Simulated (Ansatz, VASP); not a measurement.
# Cross-check of AlN between VASP and Ansatz

Wanted: the spread between two codes on one cell, functional and k mesh. The cell is taken from a series of VASP runs on this material, whose earlier steps may have relaxed, scaled or displaced it; both programs get it as it stands. Valence electrons are named where the data sets of a main pair hold unlike numbers.

Program: Ansatz 0.2.0. Level of theory: plane waves, with VASP 6.6.1 beside it; band structure at HSE06 and band structure at r2SCAN-EpsX with an exact-exchange share of 0.222. Results are calculated unless marked as measured.

### 1. The starting structure

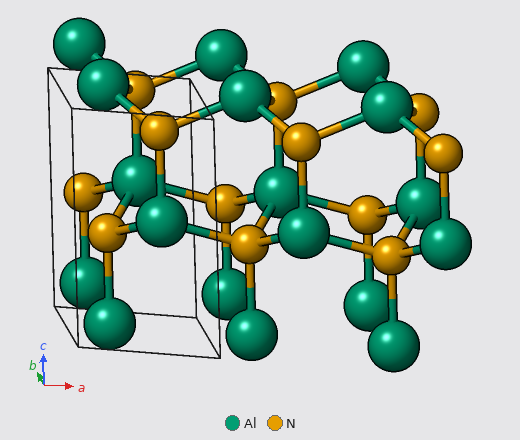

Start, viewed slightly off an axis; aluminium teal, nitrogen orange. 3×2×1 cells are drawn. Some periodic images of atoms are drawn too.

### 2. VASP: band structure, HSE06

The same path points are solved in both programs, so levels can be compared one by one.

Lines of VASP's logs that name or quote its potential files are left out, and so is its time.

The run reads the wave functions of an earlier VASP run, which isn't shown here.

Contents of INCAR:

```
SYSTEM = AlN
PREC = Accurate
ENCUT = 460
EDIFF = 1E-06
NELM = 100
ISMEAR = 0
SIGMA = 0.03
LREAL = .FALSE.
ALGO = Normal
LHFCALC = .TRUE.
AEXX = 0.25
GGA = PE
HFSCREEN = 0.2
LASPH = .TRUE.
NBANDS = 14
PRECFOCK = Fast
LORBIT = 11
LWAVE = .FALSE.
LCHARG = .FALSE.
KPAR = 8
```

Contents of POSCAR:

```
AlN
1.0
    3.0810000000      0.0000000000      0.0000000000
   -1.5405000000      2.6682242691      0.0000000000
    0.0000000000      0.0000000000      5.0310000000
Al N
2 2
Direct
    0.6666666667      0.3333333333      0.5018479882
    0.3333333333      0.6666666667      0.0018479882
    0.6666666667      0.3333333333      0.8801520118
    0.3333333333      0.6666666667      0.3801520118
```

Contents of KPOINTS:

```
Automatic mesh
0
Gamma
5 5 3
0 0 0
```

Contents of KPOINTS_OPT:

```
Line mode
10
Line-mode
Reciprocal
  0.00000000   0.00000000   0.00000000 GAMMA
  0.50000000   0.00000000   0.00000000 M

  0.50000000   0.00000000   0.00000000 M
  0.33333333   0.33333333   0.00000000 K

  0.33333333   0.33333333   0.00000000 K
  0.00000000   0.00000000   0.00000000 GAMMA

  0.00000000   0.00000000   0.00000000 GAMMA
  0.00000000   0.00000000   0.50000000 A

  0.00000000   0.00000000   0.50000000 A
  0.50000000   0.00000000   0.50000000 L

  0.50000000   0.00000000   0.50000000 L
  0.33333333   0.33333333   0.50000000 H

  0.33333333   0.33333333   0.50000000 H
  0.00000000   0.00000000   0.50000000 A

  0.50000000   0.00000000   0.50000000 L
  0.50000000   0.00000000   0.00000000 M

  0.33333333   0.33333333   0.00000000 K
  0.33333333   0.33333333   0.50000000 H
```

Potentials, in the order of the species: Al and N (PBE family, release 64).

Started as:

```
> mpirun -np 8 vasp_std
```

Numbers of over 12 decimals in the logs are rounded to 6 here.

What it wrote:

```text
[banner, memory and clock lines left out]
running    8 mpi-ranks, on    1 nodes
 distrk:  each k-point on    1 cores,    8 groups
 distr:  one band on    1 cores,    1 groups

 POSCAR found type information on POSCAR AlN
 POSCAR found :  2 types and       4 ions
|                                                                             |
|           W    W    AA    RRRRR   N    N  II  N    N   GGGG   !!!           |
|           W    W   A  A   R    R  NN   N  II  NN   N  G    G  !!!           |
|           W    W  A    A  R    R  N N  N  II  N N  N  G       !!!           |
|           W WW W  AAAAAA  RRRRR   N  N N  II  N  N N  G  GGG   !            |
|           WW  WW  A    A  R   R   N   NN  II  N   NN  G    G                |
|           W    W  A    A  R    R  N    N  II  N    N   GGGG   !!!           |
|                                                                             |
|     For optimal performance we recommend to set                             |
|       NCORE = 2 up to number-of-cores-per-socket                            |
|     NCORE specifies how many cores store one orbital (NPAR=cpu/NCORE).      |
|     This setting can greatly improve the performance of VASP for DFT.       |
|     The default, NCORE=1 might be grossly inefficient on modern             |
|     multi-core architectures or massively parallel machines. Do your        |
|     Unfortunately you need to use the default for GW and RPA                |
|     calculations (for HF NCORE is supported but not extensively tested      |
|     yet).                                                                   |
|                                                                             |

 LDA part: xc-table for (Slater+PW92), standard interpolation
 found WAVECAR, reading the header
 POSCAR, INCAR and KPOINTS ok, starting setup
 FFT: planning ... GRIDC
 FFT: planning ... GRID_SOFT
 FFT: planning ... GRID
 reading WAVECAR
 the WAVECAR file was read successfully
 initial charge from wavefunction
 entering main loop
       N       E                     dE             d eps       ncg     rms          rms(c)
DAV:   1    -0.349472564681E+02   -0.34947E+02   -0.15092E+00   378   0.907E+00    0.132E+01
DAV:   2    -0.349526699348E+02   -0.54135E-02   -0.38165E-02   356   0.168E+00    0.898E+00
DAV:   3    -0.349482108494E+02    0.44591E-02   -0.65134E-03   340   0.600E-01    0.551E+00
DAV:   4    -0.349476948967E+02    0.51595E-03   -0.95705E-04   346   0.217E-01    0.330E+00
DAV:   5    -0.349473795274E+02    0.31537E-03   -0.69559E-05   346   0.740E-02    0.195E+00
DAV:   6    -0.349472708319E+02    0.10870E-03   -0.51110E-05   346   0.622E-02    0.112E+00
DAV:   7    -0.349472364692E+02    0.34363E-04   -0.94806E-06   370   0.275E-02    0.641E-01
DAV:   8    -0.349472247275E+02    0.11742E-04   -0.26449E-06   334   0.140E-02    0.368E-01
DAV:   9    -0.349472214128E+02    0.33147E-05   -0.10476E-06   230   0.905E-03    0.214E-01
DAV:  10    -0.349472203387E+02    0.10741E-05   -0.47968E-07   212   0.615E-03    0.120E-01
DAV:  11    -0.349472201969E+02    0.14176E-06   -0.16212E-07   176   0.368E-03
   1 F= -.34947220E+02 E0= -.34947220E+02  d E =-.346978E-15
 Start KPOINTS_OPT (optional k-point list driver)
k-point batch [1-10\90]
       N       E                     dE             ncg
DAV:   1     0.742017440392E+03   -0.20925E+04      280
DAV:   2     0.282169423243E+02   -0.71380E+03      364
DAV:   3    -0.324297647219E+02   -0.60647E+02      346
DAV:   4    -0.332585476795E+02   -0.82878E+00      370
DAV:   5    -0.332679420152E+02   -0.93943E-02      370
DAV:   6    -0.332681228831E+02   -0.18087E-03      354
DAV:   7    -0.332681278681E+02   -0.49850E-05      332
DAV:   8    -0.332681280201E+02   -0.15206E-06      260
[...]
k-point batch [81-90\90]
       N       E                     dE             ncg
DAV:   1     0.544474337882E+03   -0.61616E+04      280
DAV:   2    -0.858485645878E+02   -0.63032E+03      352
DAV:   3    -0.131882438785E+03   -0.46034E+02      364
DAV:   4    -0.132621175254E+03   -0.73874E+00      382
DAV:   5    -0.132628325587E+03   -0.71503E-02      364
DAV:   6    -0.132628489824E+03   -0.16424E-03      380
DAV:   7    -0.132628492918E+03   -0.30946E-05      300
DAV:   8    -0.132628493012E+03   -0.93714E-07      260
```

Parts of OUTCAR (step 2):

```text
ion  position               nearest neighbor table
   1  0.667  0.333  0.502-   4 1.88   4 1.88   4 1.88   3 1.90   2 3.08   2 3.08   2 3.08   2 3.08
                             2 3.08   2 3.08
   2  0.333  0.667  0.002-   3 1.88   3 1.88   3 1.88   4 1.90   1 3.08   1 3.08   1 3.08   1 3.08
                             1 3.08   1 3.08
   3  0.667  0.333  0.880-   2 1.88   2 1.88   2 1.88   1 1.90
   4  0.333  0.667  0.380-   1 1.88   1 1.88   1 1.88   2 1.90

  LATTYP: Found a hexagonal cell.
 ALAT       =     3.0810000000
 C/A-ratio  =     1.6329113924

 Subroutine GETGRP returns: Found 12 space group operations
 (whereof  6 operations were pure point group operations)

The static configuration has the point symmetry C_3v.
 The point group associated with its full space group is C_6v.

 Found     10 irreducible k-points:

   k-points           NKPTS =     10   k-points in BZ     NKDIM =     75   number of bands    NBANDS=     14

   dimension x,y,z NGX =    24 NGY =   24 NGZ =   36
   dimension x,y,z NGXF=    48 NGYF=   48 NGZF=   72

   ENCUT  =  460.0 eV  33.81 Ry    5.81 a.u.   5.39  5.39  8.80*2*pi/ulx,y,z

   NELECT =      16.0000    total number of electrons

 k-points in reciprocal lattice and weights: Automatic mesh
   0.00000000  0.00000000  0.00000000       0.013
   0.20000000  0.00000000  0.00000000       0.080
   0.40000000  0.00000000  0.00000000       0.080
   0.20000000  0.20000000  0.00000000       0.080
   0.40000000  0.20000000  0.00000000       0.080
   0.00000000  0.00000000  0.33333333       0.027
   0.20000000  0.00000000  0.33333333       0.160
   0.40000000  0.00000000  0.33333333       0.160
   0.20000000  0.20000000  0.33333333       0.160
   0.40000000  0.20000000  0.33333333       0.160

  exchange ACFDT corr.  =         0.00000000  see jH, gK, PRB 81, 115126

 average (electrostatic) potential at core
       1 -67.5579       2 -67.5579       3 -54.7676       4 -54.7676

 E-fermi :   5.3607

 k-point     1 :       0.0000    0.0000    0.0000
  band No.  band energies     occupation
    ...
      4       4.4673      2.00000
      5       4.4674      2.00000
      6       5.1370      2.00000
      7       5.1371      2.00000
      8       5.2042      2.00000
      9      10.9697      0.00000
     10      13.7510      0.00000
     11      17.7695      0.00000
     12      18.3875      0.00000
     13      18.3875      0.00000
    ...

 k-point     2 :       0.2000    0.0000    0.0000
  band No.  band energies     occupation
    ...
      4       2.3941      2.00000
      5       3.3083      2.00000
      6       3.8960      2.00000
      7       4.9505      2.00000
      8       4.9780      2.00000
      9      12.6280      0.00000
     10      14.9269      0.00000
     11      15.5857      0.00000
     12      16.9487      0.00000
     13      19.1275      0.00000
    ...

 k-point     3 :       0.4000    0.0000    0.0000
  band No.  band energies     occupation
    ...
      4       1.0017      2.00000
      5       1.1381      2.00000
      6       3.2079      2.00000
      7       3.8697      2.00000
      8       4.6207      2.00000
      9      12.7326      0.00000
     10      12.8611      0.00000
     11      15.0896      0.00000
     12      17.4468      0.00000
     13      18.1416      0.00000
    ...

  energy-cutoff  :      460.00
  volume of cell :       41.36
      direct lattice vectors                 reciprocal lattice vectors
     3.081000000  0.000000000  0.000000000     0.324569945  0.187390545  0.000000000
    -1.540500000  2.668224269  0.000000000     0.000000000  0.374781090  0.000000000
     0.000000000  0.000000000  5.031000000     0.000000000  0.000000000  0.198767641

 POSITION                                       TOTAL-FORCE (eV/Angst)
 -----------------------------------------------------------------------------------
      1.54050      0.88941      2.52480         0.000000      0.000000     -0.013658
     -0.00000      1.77882      0.00930        -0.000000     -0.000000     -0.013658
      1.54050      0.88941      4.42804         0.000000      0.000000      0.013658
     -0.00000      1.77882      1.91254        -0.000000     -0.000000      0.013658
 -----------------------------------------------------------------------------------
    total drift:                                0.000000      0.000000      0.003102

  FREE ENERGIE OF THE ION-ELECTRON SYSTEM (eV)
  ---------------------------------------------------
  free  energy   TOTEN  =       -34.9472201969 eV

  energy  without entropy=      -34.9472201969  energy(sigma->0) =      -34.94722020

 total charge
# of ion       s       p       d       tot
------------------------------------------
    1        0.423   0.462   0.000   0.885
    2        0.423   0.462   0.000   0.885
    3        1.227   2.648   0.000   3.875
    4        1.227   2.648   0.000   3.875
--------------------------------------------------
tot          3.300   6.220   0.000   9.519

[... 3 further parts left out ...]
```

[end of part 1 of 3]

[Lines on the potential files, build, host, timing and source positions are cut from VASP's logs without a mark.]

[Logs are printed without paths, hosts, clocks, repeated set-up lines and the standing remarks that a program may print on its own settings, such as how far it seeks lower states.]

[Hosts, paths, dates, database ids (printed as entryN), source tags and the programs' standing remarks are cut or masked in the printed files.]
